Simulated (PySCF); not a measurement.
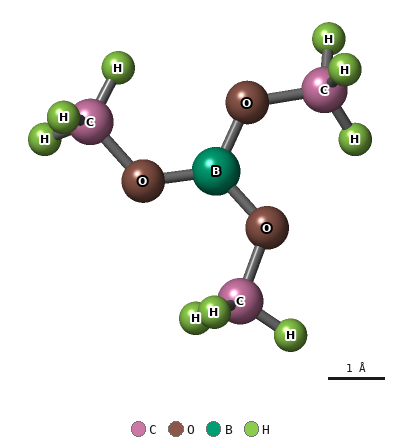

The structure as given in the input (ball-and-stick view, seen on its broad side). Bond lengths as drawn: B–O 1.33 to 1.38 Å, C–H 1.10 to 1.14 Å and C–O 1.42 to 1.43 Å.

Run report: C3H9BO3, NMR shielding calculation

The run: NMR shielding calculation of C3H9BO3 (trimethyl borate). Method and program: GIAO PBE/pcSseg-1 NMR shielding, non-relativistic, gas phase (PySCF 2.14.0).

The geometry comes from this level: GFN2-xTB, MD frame at 6850.5 fs, 200 K. Figures and captions count atoms from 1; the log counts them from 0 in places.

Output
```
coarse grid: 13184 points
cycle   1  E = -369.5927714500  dE =  7.293e-01  |g| = 1.050e+00  |ddm| = 3.288e+00
cycle   2  E = -369.0894877237  dE =  5.033e-01  |g| = 1.937e+00  |ddm| = 2.338e+00
cycle   3  E = -369.7900671376  dE = -7.006e-01  |g| = 1.426e-01  |ddm| = 1.722e+00
cycle   4  E = -369.7930856197  dE = -3.018e-03  |g| = 7.851e-02  |ddm| = 1.271e-01
cycle   5  E = -369.7943530136  dE = -1.267e-03  |g| = 2.453e-02  |ddm| = 6.028e-02
cycle   6  E = -369.7944342335  dE = -8.122e-05  |g| = 1.157e-02  |ddm| = 1.905e-02
cycle   7  E = -369.7944596607  dE = -2.543e-05  |g| = 1.079e-03  |ddm| = 7.070e-03
cycle   8  E = -369.7944599005  dE = -2.397e-07  |g| = 3.771e-04  |ddm| = 1.247e-03
final grid: 126808 points
cycle   9  E = -369.8881460511  dE = -8.929e-06  |g| = 2.199e-02  |ddm| = 2.809e-02
cycle  10  E = -369.8879448952  dE =  2.012e-04  |g| = 4.003e-02  |ddm| = 3.127e-02
cycle  11  E = -369.8882343047  dE = -2.894e-04  |g| = 2.407e-03  |ddm| = 2.100e-02
cycle  12  E = -369.8882356613  dE = -1.357e-06  |g| = 2.658e-04  |ddm| = 2.210e-03
cycle  13  E = -369.8882356763  dE = -1.499e-08  |g| = 1.045e-04  |ddm| = 2.812e-04
cycle  14  E = -369.8882356787  dE = -2.382e-09  |g| = 1.693e-05  |ddm| = 8.272e-05
cycle  15  E = -369.8882356787  dE = -2.126e-11  |g| = 1.400e-05  |ddm| = 1.773e-05
```

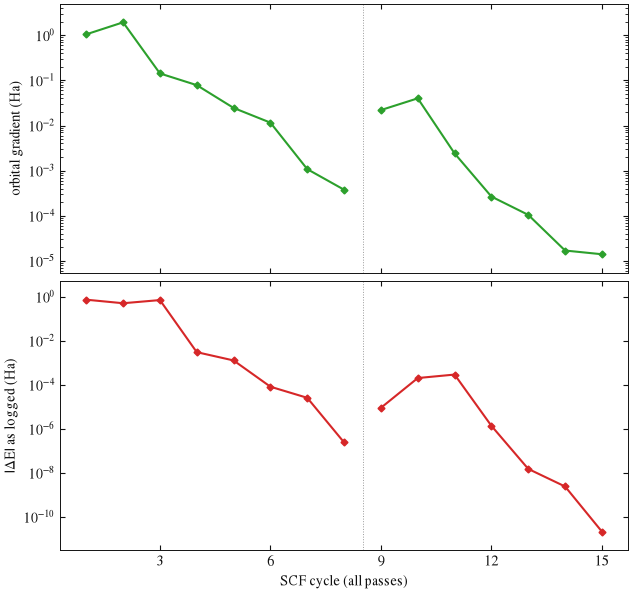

Convergence of the self-consistent field: orbital gradient and size of the energy change against the SCF cycle. The dotted line marks the change from a coarse to the final integration grid. The first 8 cycles use a coarse grid, the final grid takes over at cycle 9, and the field converges after 15 cycles in all.

```
converged SCF energy = -369.8882356787

GIAO shielding tensors (ppm)
atom      isotropic    diamagn.    paramagn.     s11        s22        s33       span
  0 C      121.412     243.056    -121.644     89.150     99.663    175.422     86.271
  1 O      257.867     394.410    -136.543    160.721    283.601    329.278    168.557
  2 B       80.160     205.476    -125.316     75.211     81.058     84.210      8.999
  3 O      252.859     396.460    -143.601    138.613    292.957    327.006    188.393
  4 C      123.831     248.472    -124.641     92.350    100.612    178.532     86.182
  5 O      261.881     400.492    -138.611    155.968    299.062    330.612    174.644
  6 C      126.396     235.771    -109.375     93.169    105.882    180.136     86.967
  7 H       27.499      28.264      -0.766     23.603     25.298     33.595      9.992
  8 H       26.020      29.686      -3.666     21.390     25.801     30.870      9.481
  9 H       27.124      25.549       1.576     23.135     25.185     33.052      9.917
 10 H       27.333      32.405      -5.072     23.348     25.146     33.505     10.158
 11 H       26.627      31.377      -4.751     22.480     25.779     31.621      9.141
 12 H       27.439      31.091      -3.652     23.209     25.754     33.354     10.145
 13 H       27.446      25.063       2.383     24.035     25.243     33.061      9.025
 14 H       27.636      26.403       1.233     23.031     25.743     34.134     11.104
 15 H       27.699      26.545       1.155     24.427     25.030     33.641      9.214
```

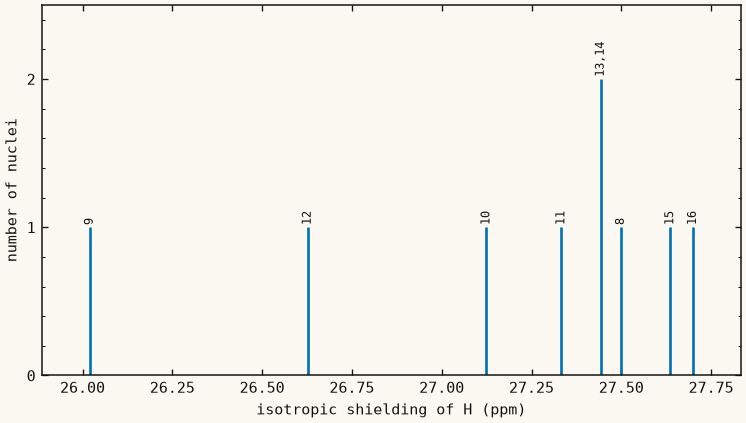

Isotropic shieldings of the hydrogen nuclei in this fixed geometry, labelled by atom number; shielding grows to the right, so chemical shift grows to the left. The least shielded is H9 (26.0 ppm), the most shielded H16 (27.7 ppm).

The run was set up as follows.

Input
```
{"job": {"kind": "nmr", "xc": "PBE", "basis": "pcSseg-1", "pop": false}, "charge": 0, "multiplicity": 1}
C      3.607621     2.122343    -0.011219
O      3.193322     1.285217    -1.091219
B      2.159599     0.456798    -1.023325
O      1.318397     0.432222     0.046328
C      0.226814    -0.459997     0.171079
O      1.693346    -0.257980    -2.111463
C      2.461059    -0.244792    -3.300356
H      3.470884     3.164116    -0.328731
H      3.016860     1.892290     0.930257
H      4.713685     2.007414     0.114108
H     -0.679661     0.153306     0.014983
H      0.289544    -1.339174    -0.509552
H      0.140614    -0.675324     1.245427
H      3.554412    -0.378506    -3.166950
H      2.002573    -1.035258    -3.904322
H      2.408857     0.704489    -3.867587
```

The first line tells a small driver script what to run in PySCF; the rest is the geometry in Å.

Run as:
```bash
OMP_NUM_THREADS=1 python <driver script> task.json out
```

Results in brief

| quantity | value |
| --- | --- |
| outcome | converged |
| total energy | −369.888236 hartree |
| HOMO | −6.14 eV |
| LUMO | 0.71 eV |
| dipole moment | 0.59 D |
| isotropic shielding, C | 121.4 to 126.4 ppm |
| isotropic shielding, O | 252.9 to 261.9 ppm |
| isotropic shielding, B | 80.2 ppm |
| isotropic shielding, H | 26.0 to 27.7 ppm |
| hardware | 1 CPU thread, shared host |
| wall time | 25 s |
| peak memory | 0.61 GiB |
